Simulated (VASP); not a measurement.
**Li2CoCl4 with r2SCAN: from relaxation to properties**

How well does r2SCAN reproduce what experiment finds for Li2CoCl4? The cell is relaxed first, and properties follow on it. The steps: relaxing cell and atoms (r2SCAN), second relaxation, density, ELF and potential (r2SCAN), band structure (r2SCAN), total and projected DOS (r2SCAN), independent-particle dielectric function (r2SCAN) and field gradients at the nuclei (r2SCAN). The start is a computed cell from the Materials Project.

Main program and level: VASP 6.6.1; r2SCAN, spin-polarised from a ferromagnetic start (one magnetic atom a cell); plane waves and PAW (Li_sv, Co, Cl), in the first sound run; inputs show where later runs differ.

The experiments to compare with:

For Li2CoCl4, low temperature orthorhombic (powder from solidified melt, zero field, 3.5 K), “Zero-field magnetic structure and metamagnetic phase transitions of the cobalt chain compound Li2CoCl4” (2023, arxiv:2307.06899) gives, by neutron powder diffraction: lattice constant a 7.139 ± 0.0003 Å; lattice constant b 10.1899 ± 0.0005 Å; lattice constant c (c, along the cobalt chains) 3.5935 ± 0.0002 Å.

This is a report of a sequence of runs, with most program output left out.

## (1) Set-up

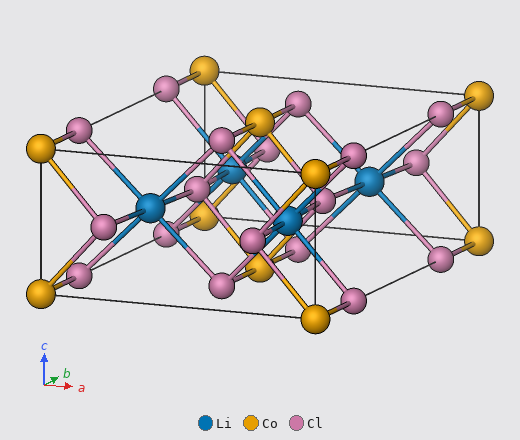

The starting structure, seen slightly off an axis (lithium blue, cobalt orange, chlorine pink). This picture shows the conventional cell, with its axes. Some periodic images of atoms are drawn too.

As a file:

```xyz
7
Lattice="3.6192 -4.9156 0.0000 3.6192 4.9156 0.0000 0.0000 0.0000 3.5895" Properties=species:S:1:pos:R:3 pbc="T T T"
Li    1.8096   -2.4578    1.7947
Li    1.8096    2.4578    1.7947
Co    0.0000    0.0000    0.0000
Cl    5.5830    0.0000    1.7947
Cl    3.6192   -2.6197    0.0000
Cl    1.6554    0.0000    1.7947
Cl    3.6192    2.6197    0.0000
```

## (2) Relaxing cell and atoms (r2SCAN)

Properties are meant for the cell that this level of theory prefers, so cell and atoms are relaxed first (ISIF = 3) until forces and stress are small; EDIFFG sets the threshold. r2SCAN adds the kinetic-energy density, costs more than a GGA and is run with LASPH.

The input, INCAR:

```
SYSTEM = Li2CoCl4
PREC = Accurate
ENCUT = 650
EDIFF = 1E-06
NELM = 100
ISMEAR = 0
SIGMA = 0.05
LREAL = .FALSE.
ALGO = Normal
METAGGA = R2SCAN
LASPH = .TRUE.
NBANDS = 34
ISPIN = 2
MAGMOM = 0 0 2 0 0 0 0
LMAXMIX = 4
LORBIT = 11
LWAVE = .FALSE.
LCHARG = .FALSE.
KPAR = 4
IBRION = 2
NSW = 60
ISIF = 3
EDIFFG = -0.01
```

The input, POSCAR:

```
Li2CoCl4
1.0
    3.6192217400     -4.9155678900      0.0000000000
    3.6192217400      4.9155678900      0.0000000000
    0.0000000000      0.0000000000      3.5894800800
Li Co Cl
2 1 4
Direct
    0.5000000000      0.0000000000      0.5000000000
    0.0000000000      0.5000000000      0.5000000000
    0.0000000000      0.0000000000      0.0000000000
    0.7713001700      0.7713001700      0.5000000000
    0.7664696000      0.2335304000      0.0000000000
    0.2286998300      0.2286998300      0.5000000000
    0.2335304000      0.7664696000      0.0000000000
```

The input, KPOINTS:

```
Automatic mesh
0
Gamma
4 4 6
0 0 0
```

Potentials, in the order of the species: Li_sv, Co and Cl (PBE family, release 64).

Launch:

```
$ mpirun -np 4 vasp_std
```

The job ended after 35 min (4 MPI ranks of Intel Xeon 6975P-C (Granite Rapids), shared host; peak memory 2.3 GiB; 2.1 h of CPU time).

The cell holds one magnetic atom, so no antiferromagnetic order fits into it. Experiment finds antiferromagnetic order in this phase (below 6.8 K, arxiv:2307.06899), so this ferromagnetic run describes another state. The gap is read on the k-mesh alone, so it is an upper bound where the band edges lie off the mesh. The PAW data sets were made with PBE, which is usual practice but a small mismatch for other functionals. The run keeps the 8 symmetry operations of its start, so it cannot find a distortion of lower symmetry.

The steps of the relaxation:

| step | energy less that of the first step (eV) | largest force (eV/Å) | pressure (GPa) | volume (Å³) |
| --- | --- | --- | --- | --- |
| 1 | 0.0000 | 0.9146 | 2.56 | 127.72 |
| 2 | -0.1397 | 0.1371 | -0.64 | 133.14 |
| 3 | -0.1413 | 0.1391 | -1.05 | 134.06 |
| 4 | -0.1636 | 0.0224 | -0.41 | 132.24 |
| 5 | -0.1678 | 0.0643 | -0.06 | 131.39 |
| 6 | -0.1683 | 0.0945 | 0.09 | 131.04 |
| 7 | -0.1692 | 0.0552 | -0.01 | 131.10 |
| 8 | -0.1694 | 0.0492 | -0.15 | 131.18 |
| 9 | -0.1695 | 0.0356 | -0.09 | 131.15 |
| 10 | -0.1700 | 0.0274 | -0.01 | 130.88 |
| 11 | -0.1701 | 0.0243 | -0.01 | 130.79 |
| 12 | -0.1702 | 0.0196 | 0.07 | 130.62 |
| 13 | -0.1703 | 0.0141 | 0.15 | 130.26 |
| 14 | -0.1703 | 0.0159 | 0.09 | 130.46 |
| 15 | -0.1706 | 0.0152 | 0.02 | 130.59 |
| 16 | -0.1706 | 0.0184 | -0.03 | 130.65 |
| 17 | -0.1707 | 0.0063 | 0.03 | 130.60 |

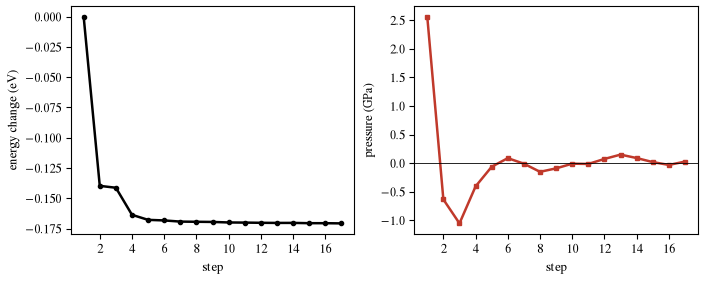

Energy and pressure along the relaxation.

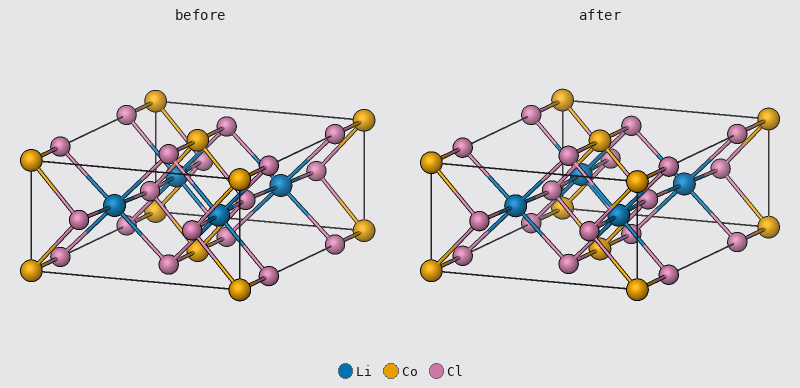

Before and after, at one scale.

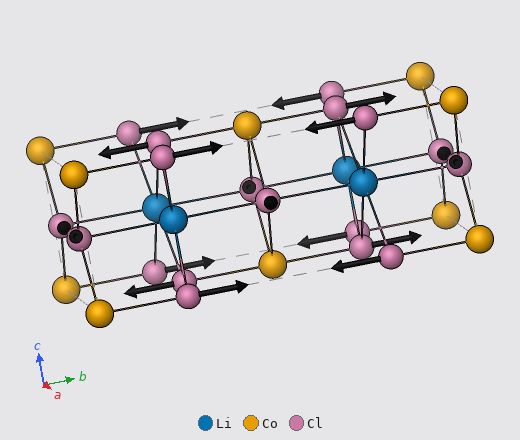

Displacements in the relaxation, exaggerated, measured against the changing cell; the longest in the cell stands for 0.06 Å. Some periodic images of atoms are drawn too.

| conventional cell, symmetrised | before | after | change |
| --- | --- | --- | --- |
| a (Å) | 7.238 | 7.156 | -1.1 % |
| b (Å) | 9.831 | 10.381 | +5.6 % |
| c (Å) | 3.589 | 3.516 | -2.0 % |
| volume (Å³/atom) | 18.25 | 18.66 | +2.3 % |

The atoms that moved most (Å, as changes of fractional coordinates times the final cell):

| atom | dx | dy | dz | length |
| --- | --- | --- | --- | --- |
| Cl7 | 0.000 | -0.057 | 0.000 | 0.057 |
| Cl5 | 0.000 | 0.057 | 0.000 | 0.057 |
| Cl6 | 0.031 | 0.000 | 0.000 | 0.031 |
| Cl4 | -0.031 | 0.000 | 0.000 | 0.031 |

The relaxed structure:

```
Li Co Cl
1.0
     3.57788   -5.19071    0.00000
     3.57788    5.19071    0.00000
     0.00000    0.00000    3.51615
Li Co Cl
2 1 4
Direct
  0.50000 0.00000 0.50000
  0.00000 0.50000 0.50000
  0.00000 0.00000 0.00000
  0.76692 0.76692 0.50000
  0.76102 0.23898 0.00000
  0.23308 0.23308 0.50000
  0.23898 0.76102 0.00000
```

A gap read on the k-mesh alone can miss the band edges.

Numbers from this step:

```yaml
electrons: 43
bands: 34
irreducible_k_points: 28
symmetry_operations: 8
free_energy_toten: -53.3696 eV
fermi_energy: 2.358 eV
pressure: 0.02656 GPa
moment_of_the_cell_from_the_last_line_of_the_log: 3 μB
metallic: no
valence_top_at_k: 0.5, 0.5, 0
conduction_bottom_at_k: 0.5, 0.5, 0
least_direct_gap_at_k: 0.5, 0.5, 0
scf_cycles_over_all_ionic_steps: 140
gap_on_the_k_mesh: 0.8834 eV
least_direct_gap_on_the_k_mesh: 0.8834 eV
```

Spin moment in the PAW sphere by atom:

| atom | spin moment in the PAW sphere (μB) |
| --- | --- |
| Li1 | 0.00 |
| Li2 | 0.00 |
| Co3 | 2.61 |
| Cl4 | 0.12 |
| Cl5 | 0.03 |
| Cl6 | 0.12 |
| Cl7 | 0.03 |

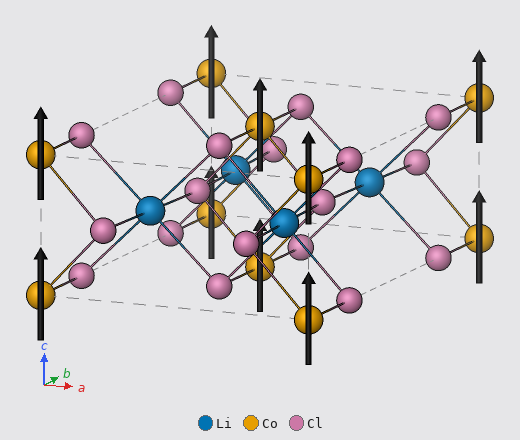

Spin moment in the PAW sphere as arrows, the longest 2.61 μB. Up and down stand for the sign. Arrows give size and sign along the axis of quantisation, drawn up and down the page. Some periodic images of atoms are drawn too.

It ends with a largest force of 0.006 eV/Å and a pressure of 0.03 GPa.

## (3) Second relaxation

A relaxation keeps the plane waves of the cell it began with, so it is repeated from the new cell, on a basis made for it.

INCAR is that of step 2.

The input, POSCAR:

```
Li2CoCl4
1.0
    3.5778772720     -5.1907091362      0.0000000000
    3.5778772720      5.1907091362      0.0000000000
    0.0000000000      0.0000000000      3.5161483681
Li Co Cl
2 1 4
Direct
    0.5000000000      0.0000000000      0.5000000000
    0.0000000000      0.5000000000      0.5000000000
    0.0000000000      0.0000000000      0.0000000000
    0.7669242620      0.7669242620      0.5000000000
    0.7610210535      0.2389789465      0.0000000000
    0.2330757380      0.2330757380      0.5000000000
    0.2389789465      0.7610210535      0.0000000000
```

KPOINTS is that of step 2.

Launch:

```
$ mpirun -np 4 vasp_std
```

Elapsed: 3.8 min, on 4 MPI ranks; peak memory 2.1 GiB.

Little changed from the start: no atom moved by 0.005 Å and no cell edge by 0.1 %.

This step gave:

```
free energy (TOTEN)             : -53.3713 eV
Fermi energy                    : 2.357 eV
pressure                        : 0.03092 GPa
SCF cycles over all ionic steps : 19
gap on the k-mesh               : 0.8838 eV
least direct gap on the k-mesh  : 0.8838 eV
```

It ends with a largest force of 0.006 eV/Å and a pressure of 0.03 GPa. The volume moved by under 0.01 %: the run met its threshold at the first step.

## (4) Density, ELF and potential (r2SCAN)

A single point on the relaxed cell gives a clean self-consistent state, with density, ELF and potential written out.

Edit INCAR of step 3 so:

```diff
@@ -17,7 +17,5 @@
 LWAVE = .FALSE.
-LCHARG = .FALSE.
-KPAR = 4
-IBRION = 2
-NSW = 60
-ISIF = 3
-EDIFFG = -0.01
+LCHARG = .TRUE.
+ISIF = 2
+LELF = .TRUE.
+LVHAR = .TRUE.
```

POSCAR is that of step 3.

KPOINTS is that of step 3.

Launch:

```
$ mpirun -np 4 vasp_std
```

Elapsed: 4.3 min, on 4 MPI ranks; peak memory 1.1 GiB; 17 min of CPU time.

With spin, VASP writes an ELF for each channel.

Numbers from this step:

* SCF cycles: 19
* bands: 36
* Fermi energy: 2.405 eV
* pressure: 0.03206 GPa

Valence electrons inside each PAW sphere by angular momentum. Sphere charges, by row:

| atom | s (e) | p (e) | d (e) | tot (e) |
| --- | --- | --- | --- | --- |
| Li1 | 2.005 | 0.01 | 0 | 2.015 |
| Li2 | 2.005 | 0.01 | 0 | 2.015 |
| Co3 | 0.287 | 0.326 | 7.064 | 7.677 |
| Cl4 | 1.605 | 3.577 | 0 | 5.183 |
| Cl5 | 1.599 | 3.615 | 0 | 5.215 |
| Cl6 | 1.605 | 3.577 | 0 | 5.183 |
| Cl7 | 1.599 | 3.615 | 0 | 5.215 |

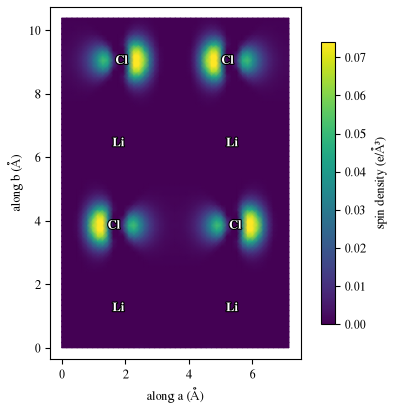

Spin density in the ab plane of the conventional cell at fractional z = 0.500, with atoms of Li and Cl within 0.2 Å of it. The map starts off the cell's origin, so that atoms lie inside it.

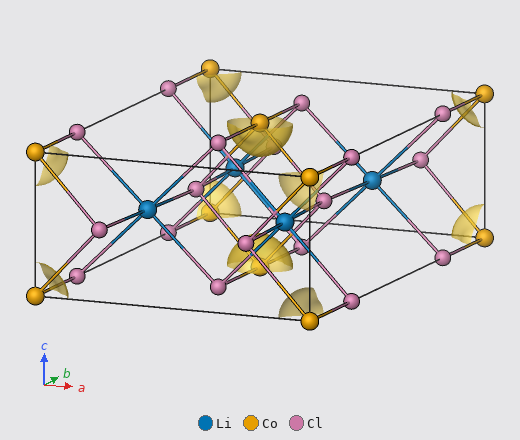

Surface of spin density = 0.41 e/Å³, which holds about 70 % of the integral of its size.

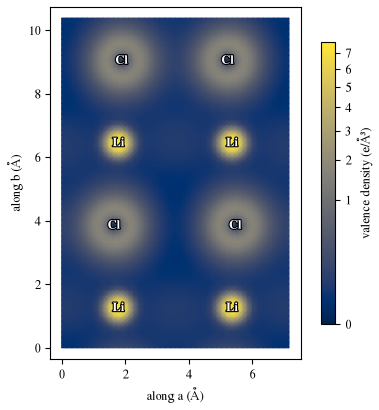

Valence density in the ab plane of the conventional cell at fractional z = 0.500, with atoms of Li and Cl within 0.2 Å of it. It is the smooth field of the valence electrons, not physical close to the nuclei. The map starts off the cell's origin, so that atoms lie inside it. The colour scale is stretched toward low values.

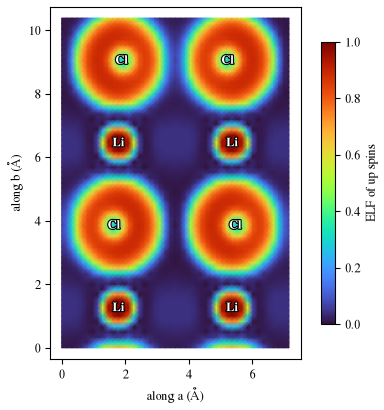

ELF of up spins in the ab plane of the conventional cell at fractional z = 0.500, with atoms of Li and Cl within 0.2 Å of it. It is the smooth field of the valence electrons, not physical close to the nuclei. The map starts off the cell's origin, so that atoms lie inside it.

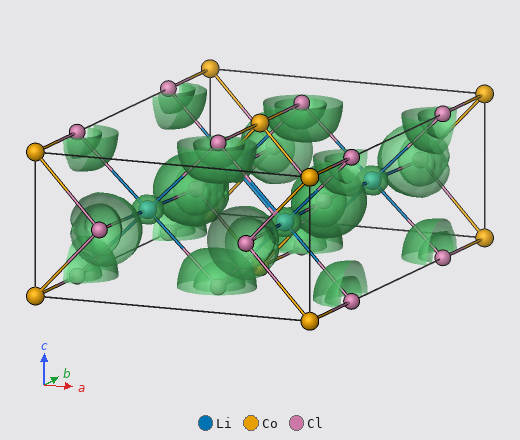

Surface of ELF of up spins = 0.85.

In this run the pressure is 0.03 GPa, small enough to go on.

## (5) Band structure (r2SCAN)

This step: r2SCAN, spin-polarised from a ferromagnetic start; plane waves and PAW (Li_sv, Co, Cl) (VASP 6.6.1).

Levels along the symmetry lines show where the bands peak and cross; KPOINTS_OPT computes them in the converged potential.

The input, INCAR:

```
SYSTEM = Li2CoCl4
PREC = Accurate
ENCUT = 650
EDIFF = 1E-06
NELM = 100
ISMEAR = 0
SIGMA = 0.05
LREAL = .FALSE.
ALGO = Normal
METAGGA = R2SCAN
LASPH = .TRUE.
NBANDS = 45
ISPIN = 2
MAGMOM = -0 -0 2.613 0.116 0.034 0.116 0.034
LMAXMIX = 4
LORBIT = 11
LWAVE = .FALSE.
LCHARG = .FALSE.
KPAR = 4
```

POSCAR is that of step 4.

KPOINTS is that of step 4.

The input, KPOINTS_OPT:

```
Line mode
12
Line-mode
Reciprocal
  0.00000000   0.00000000   0.00000000 GAMMA
  0.36877841   0.36877841   0.00000000 X

  0.36877841   0.36877841   0.00000000 X
  0.00000000   0.50000000   0.00000000 S

  0.00000000   0.50000000   0.00000000 S
  0.00000000   0.50000000   0.50000000 R

  0.00000000   0.50000000   0.50000000 R
  0.36877841   0.36877841   0.50000000 A

  0.36877841   0.36877841   0.50000000 A
  0.00000000   0.00000000   0.50000000 Z

  0.00000000   0.00000000   0.50000000 Z
  0.00000000   0.00000000   0.00000000 GAMMA

  0.00000000   0.00000000   0.00000000 GAMMA
 -0.50000000   0.50000000   0.00000000 Y

 -0.50000000   0.50000000   0.00000000 Y
 -0.36877841   0.63122159   0.00000000 X1

 -0.36877841   0.63122159   0.00000000 X1
 -0.36877841   0.63122159   0.50000000 A1

 -0.36877841   0.63122159   0.50000000 A1
 -0.50000000   0.50000000   0.50000000 T

 -0.50000000   0.50000000   0.50000000 T
 -0.50000000   0.50000000   0.00000000 Y

  0.00000000   0.00000000   0.50000000 Z
 -0.50000000   0.50000000   0.50000000 T
```

Launch:

```
$ mpirun -np 4 vasp_std
```

The job ended after 16 min (4 MPI ranks; peak memory 2.9 GiB).

Numbers from this step:

- SCF cycles: 20
- bands: 45
- Fermi energy: 2.355 eV
- pressure: 0.02618 GPa
- least gap on mesh and path: 0.8836 eV
- least direct gap on mesh and path: 0.8836 eV
- conduction bottom at k: -0.5, 0.5, 0
- least direct gap at k: -0.5, 0.5, 0

Spin up. Electronic bands along the path, in eV, zero at the valence-band top; v1 is the highest filled band, c1 the lowest empty one:

| point | v4 | v3 | v2 | v1 | c1 | c2 | c3 | c4 |
| --- | --- | --- | --- | --- | --- | --- | --- | --- |
| Γ | -1.42 | -1.25 | -0.72 | -0.49 | 4.93 | 6.31 | 6.43 | 6.79 |
| X | -1.40 | -1.35 | -1.02 | -0.73 | 6.38 | 7.51 | 7.61 | 8.09 |
| S | -1.49 | -1.37 | -0.73 | -0.66 | 6.13 | 6.63 | 7.18 | 7.66 |
| R | -1.72 | -1.45 | -1.12 | -0.71 | 6.16 | 7.47 | 7.60 | 7.67 |
| A | -1.53 | -1.45 | -0.97 | -0.55 | 5.54 | 6.80 | 6.89 | 7.56 |
| Z | -1.77 | -1.42 | -1.03 | -0.80 | 6.46 | 7.66 | 8.67 | 9.04 |
| Γ | -1.42 | -1.25 | -0.72 | -0.49 | 4.93 | 6.31 | 6.43 | 6.79 |
| Y | -1.42 | -1.32 | -1.25 | -0.73 | 6.30 | 7.75 | 7.97 | 8.21 |
| X1 | -1.40 | -1.35 | -1.02 | -0.73 | 6.38 | 7.51 | 7.61 | 8.09 |
| A1 | -1.53 | -1.45 | -0.97 | -0.55 | 5.54 | 6.80 | 6.89 | 7.56 |
| T | -1.44 | -1.34 | -0.78 | -0.49 | 5.23 | 6.25 | 6.53 | 7.36 |
| Y | -1.42 | -1.32 | -1.25 | -0.73 | 6.30 | 7.75 | 7.97 | 8.21 |
| jump to Z | -1.77 | -1.42 | -1.03 | -0.80 | 6.46 | 7.66 | 8.67 | 9.04 |
| T | -1.44 | -1.34 | -0.78 | -0.49 | 5.23 | 6.25 | 6.53 | 7.36 |

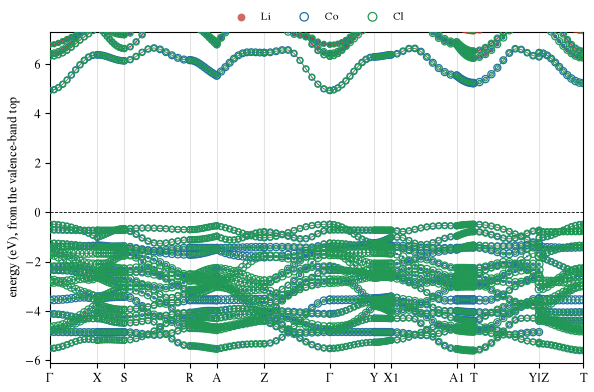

Electronic bands along the path; dots are coloured as in the legend, and their area grows with the weight.

Spin down. Electronic bands along the path, in eV, zero at the valence-band top; v1 is the highest filled band, c1 the lowest empty one:

| point | v4 | v3 | v2 | v1 | c1 | c2 | c3 | c4 |
| --- | --- | --- | --- | --- | --- | --- | --- | --- |
| Γ | -1.54 | -1.47 | -0.19 | -0.12 | 0.89 | 1.97 | 3.59 | 5.36 |
| X | -2.05 | -1.57 | -0.22 | -0.03 | 0.92 | 1.95 | 3.34 | 7.04 |
| S | -1.62 | -1.57 | -0.21 | -0.09 | 0.95 | 1.94 | 3.49 | 6.76 |
| R | -2.45 | -2.40 | -0.37 | -0.14 | 1.36 | 1.91 | 3.48 | 6.80 |
| A | -2.32 | -2.09 | -0.35 | -0.18 | 1.36 | 1.98 | 3.57 | 6.09 |
| Z | -2.65 | -1.73 | -0.38 | -0.09 | 1.36 | 2.06 | 3.29 | 7.06 |
| Γ | -1.54 | -1.47 | -0.19 | -0.12 | 0.89 | 1.97 | 3.59 | 5.36 |
| Y | -2.04 | -1.57 | -0.22 | 0.00 | 0.88 | 1.96 | 3.27 | 6.90 |
| X1 | -2.05 | -1.57 | -0.22 | -0.03 | 0.92 | 1.95 | 3.34 | 7.04 |
| A1 | -2.32 | -2.09 | -0.35 | -0.18 | 1.36 | 1.98 | 3.57 | 6.09 |
| T | -2.02 | -2.01 | -0.31 | -0.21 | 1.36 | 2.07 | 3.60 | 5.76 |
| Y | -2.04 | -1.57 | -0.22 | 0.00 | 0.88 | 1.96 | 3.27 | 6.90 |
| jump to Z | -2.65 | -1.73 | -0.38 | -0.09 | 1.36 | 2.06 | 3.29 | 7.06 |
| T | -2.02 | -2.01 | -0.31 | -0.21 | 1.36 | 2.07 | 3.60 | 5.76 |

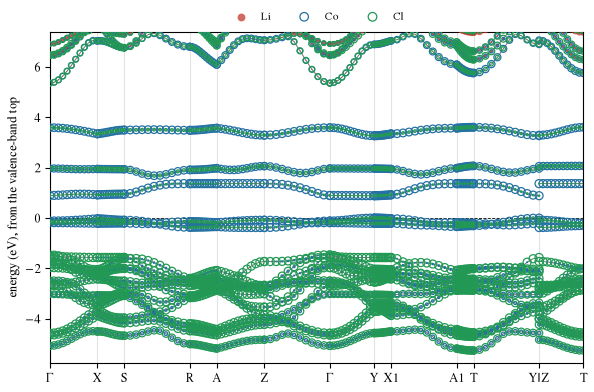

Electronic bands along the path; dots are coloured as in the legend, and their area grows with the weight.

The path finds the gap of the mesh within 0.02 eV, so the mesh comes close to both band edges.

(Continued in part 2 of 2.)

[Lines on the potential files, build, host, timing and source positions are cut from VASP's logs without a mark.]

[Logs are printed without paths, hosts, clocks, repeated set-up lines and the standing remarks that a program may print on its own settings, such as how far it seeks lower states.]

[Hosts, paths, dates, database ids (printed as entryN), source tags and the programs' standing remarks are cut or masked in the printed files.]

[A measured line is paired with the nearest computed mode of its activity, which favours agreement.]
